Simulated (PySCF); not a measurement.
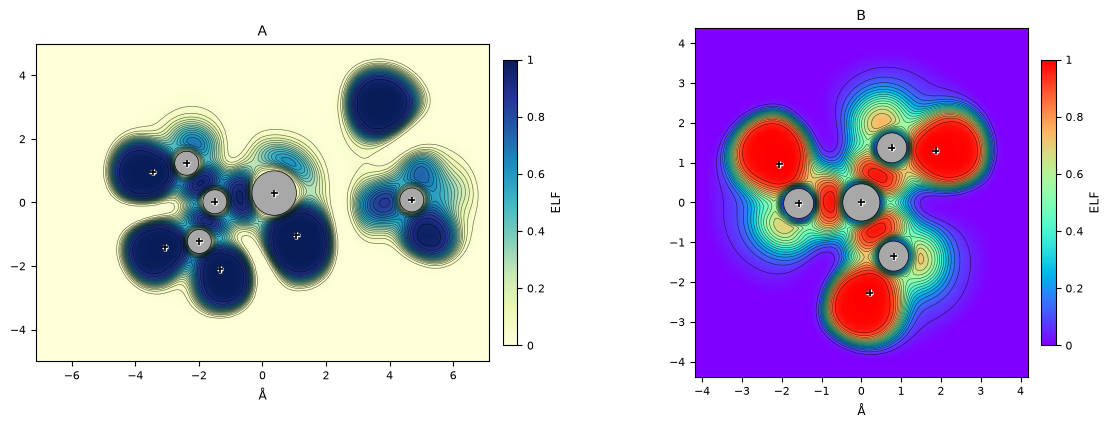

The ELF of 2 systems, each on a plane through atoms (crosses mark nuclei in the plane; grey discs cover the cores).

Method: PySCF 2.14.0, PBE0/pcSseg-1, SCF density, gas phase, non-relativistic.

System 1: C₆H₁₈Si₄, the plane of atoms Si6, C8 and C10. Geometry: PBE0-D3(BJ)/def2-SVP.

```json
{"atom": "C", "x (Å)": "-3.2525", "y (Å)": "-0.7311", "z (Å)": "-1.1583"}
{"atom": "C", "x (Å)": "-2.9229", "y (Å)": "-0.3824", "z (Å)": "0.0940"}
{"atom": "C", "x (Å)": "-3.2712", "y (Å)": "0.9589", "z (Å)": "0.6731"}
{"atom": "Si", "x (Å)": "-1.9244", "y (Å)": "-1.5687", "z (Å)": "1.1629"}
{"atom": "Si", "x (Å)": "0.1377", "y (Å)": "-0.5319", "z (Å)": "1.6049"}
{"atom": "Si", "x (Å)": "0.8685", "y (Å)": "0.4000", "z (Å)": "-0.4229"}
{"atom": "Si", "x (Å)": "0.9714", "y (Å)": "-1.3633", "z (Å)": "-1.9719"}
{"atom": "C", "x (Å)": "2.5592", "y (Å)": "1.2172", "z (Å)": "-0.2499"}
{"atom": "C", "x (Å)": "2.6925", "y (Å)": "2.5268", "z (Å)": "-0.5038"}
{"atom": "C", "x (Å)": "3.7146", "y (Å)": "0.3588", "z (Å)": "0.1791"}
{"atom": "H", "x (Å)": "-3.7991", "y (Å)": "-0.0444", "z (Å)": "-1.8173"}
{"atom": "H", "x (Å)": "-2.9928", "y (Å)": "-1.7075", "z (Å)": "-1.5776"}
{"atom": "H", "x (Å)": "-2.3637", "y (Å)": "1.5116", "z (Å)": "0.9721"}
{"atom": "H", "x (Å)": "-3.8260", "y (Å)": "1.5818", "z (Å)": "-0.0454"}
{"atom": "H", "x (Å)": "-3.8852", "y (Å)": "0.8538", "z (Å)": "1.5832"}
{"atom": "H", "x (Å)": "-1.6884", "y (Å)": "-2.8421", "z (Å)": "0.4137"}
{"atom": "H", "x (Å)": "-2.6450", "y (Å)": "-1.8811", "z (Å)": "2.4391"}
{"atom": "H", "x (Å)": "1.1433", "y (Å)": "-1.5285", "z (Å)": "2.0977"}
{"atom": "H", "x (Å)": "-0.0118", "y (Å)": "0.5298", "z (Å)": "2.6534"}
{"atom": "H", "x (Å)": "-0.1346", "y (Å)": "1.4120", "z (Å)": "-0.8837"}
{"atom": "H", "x (Å)": "1.8354", "y (Å)": "-2.4591", "z (Å)": "-1.4270"}
{"atom": "H", "x (Å)": "-0.3901", "y (Å)": "-1.9266", "z (Å)": "-2.2259"}
{"atom": "H", "x (Å)": "1.5560", "y (Å)": "-0.9077", "z (Å)": "-3.2722"}
{"atom": "H", "x (Å)": "1.8480", "y (Å)": "3.1493", "z (Å)": "-0.8153"}
{"atom": "H", "x (Å)": "3.6629", "y (Å)": "3.0304", "z (Å)": "-0.4078"}
{"atom": "H", "x (Å)": "4.6476", "y (Å)": "0.9385", "z (Å)": "0.2524"}
{"atom": "H", "x (Å)": "3.8829", "y (Å)": "-0.4704", "z (Å)": "-0.5291"}
{"atom": "H", "x (Å)": "3.5228", "y (Å)": "-0.1083", "z (Å)": "1.1599"}
```

System 2: C₃H₉B (BMe3), the plane of atoms B1, C2 and H5. Geometry: PBE0-D3(BJ)/def2-SVP.

```yaml
atoms:
  - { symbol: B, position_ang: [0.0030, -0.0040, -0.0099] }
  - { symbol: C, position_ang: [1.5763, -0.0563, -0.0291] }
  - { symbol: H, position_ang: [1.9520, 0.4316, 0.8896] }
  - { symbol: H, position_ang: [1.9717, 0.5596, -0.8559] }
  - { symbol: H, position_ang: [2.0194, -1.0612, -0.0898] }
  - { symbol: C, position_ang: [-0.7386, 1.3846, -0.0032] }
  - { symbol: H, position_ang: [-1.3716, 1.4519, 0.9005] }
  - { symbol: H, position_ang: [-1.4500, 1.4303, -0.8473] }
  - { symbol: H, position_ang: [-0.0902, 2.2723, -0.0417] }
  - { symbol: C, position_ang: [-0.8299, -1.3398, 0.0227] }
  - { symbol: H, position_ang: [-1.9228, -1.2188, 0.0530] }
  - { symbol: H, position_ang: [-0.5192, -1.9480, 0.8914] }
  - { symbol: H, position_ang: [-0.5694, -1.9543, -0.8581] }
```

Question: Which map belongs to which system?

Answer: Panel A is system 1, C₆H₁₈Si₄: the plane holds C, Si and H. C–C (1.34 Å): the ELF peaks at about 0.95 between the atoms: a multiple bond. Panel B is system 2, C₃H₉B: the plane holds B, C and H. C–B (1.57 Å): the ELF peaks at about 1 between the atoms, as expected for a covalent bond.
